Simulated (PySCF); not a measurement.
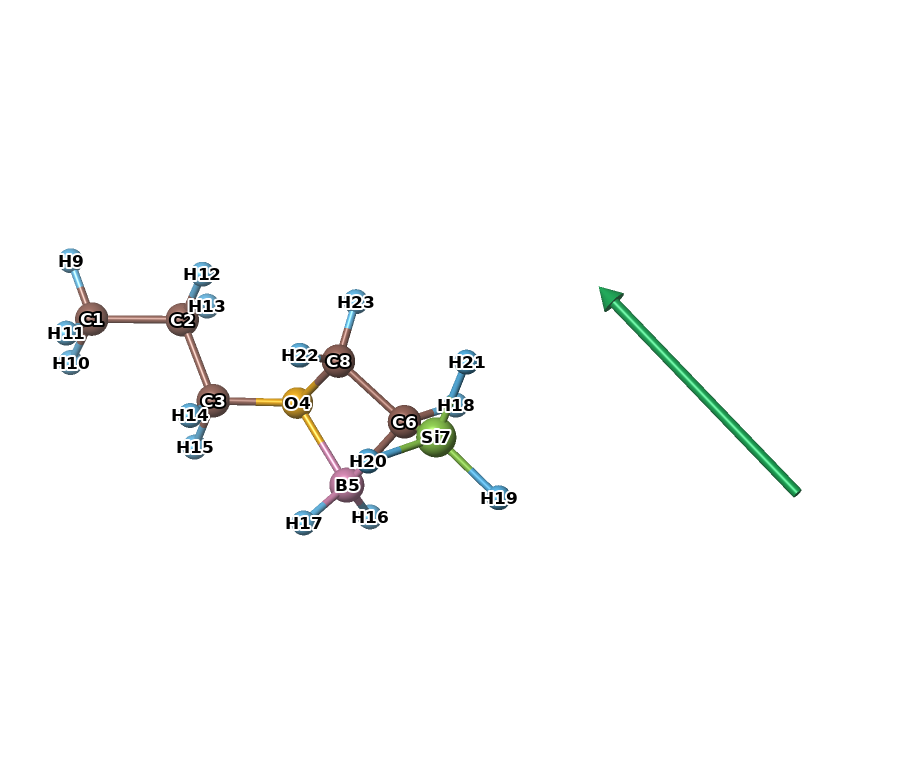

The arrow beside the molecule shows the direction of the dipole moment, from the negative to the positive end (its length means nothing). The computed structure is the end point of a GFN2-xTB optimisation. No frequency run is at hand to confirm it as a minimum. Method: PBE0/pcSseg-1, gas phase (PySCF 2.14.0).

How large is the dipole moment?

4.22 D; it points from the side of H19 to the side of H9 (the outermost atoms at the two ends).

The geometry is semi-empirical. Around B, Si such bond lengths and angles can be off by a tenth of an ångström or more and by several degrees, and values that hang on the shape move with them.
